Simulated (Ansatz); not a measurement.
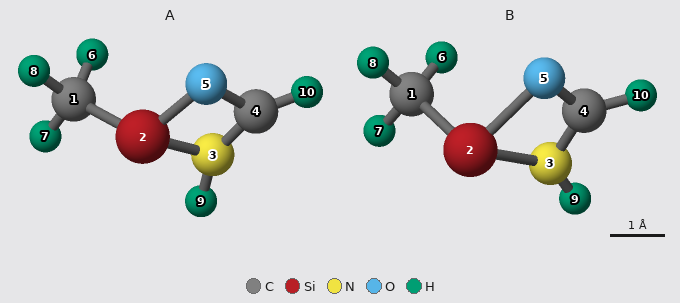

Two geometries of C₂H₅NOSi, drawn at one scale. One is the start of a relaxation, the other its converged end. A ball-and-stick model, seen from a free direction.

Theory: RKS PBE-D4/def2-SVP in Ansatz 0.2.0. Settings: no spin polarisation; force threshold 0.02 eV/Å; at most 50 steps.

Q: Which of the two is the end point?

A: Structure B is the relaxed one. The run prepares an end point of a later path (hydrogen shift) calculation, from a guessed geometry. After 10 accepted moves (11 points after the start) the energy has fallen by 58.8 kcal/mol. Largest force component: 5.6 eV/Å at the start, 0.0072 eV/Å at the end. The line search rejected the trial step at point 10 of the run. The atom that moves furthest after the best rigid fit is H9 (0.65 Å). Largest moves by element: H 0.65 Å, Si 0.42 Å, C 0.23 Å, N 0.17 Å, O 0.14 Å. Some distances before and after: Si2–O5 1.643 → 1.945 Å, Si2–N3 1.694 → 1.956 Å, C1–Si2 1.776 → 1.924 Å, C4–O5 1.384 → 1.293 Å. Among the angles between lasting bonds that change: Si2–N3–H9 107.6° → 144.9°, C4–N3–H9 153.4° → 123.0°, C1–Si2–O5 118.6° → 96.0°. The run took 22 s on 2 threads of Arm Neoverse V2 (shared host), peak memory 0.15 GiB.
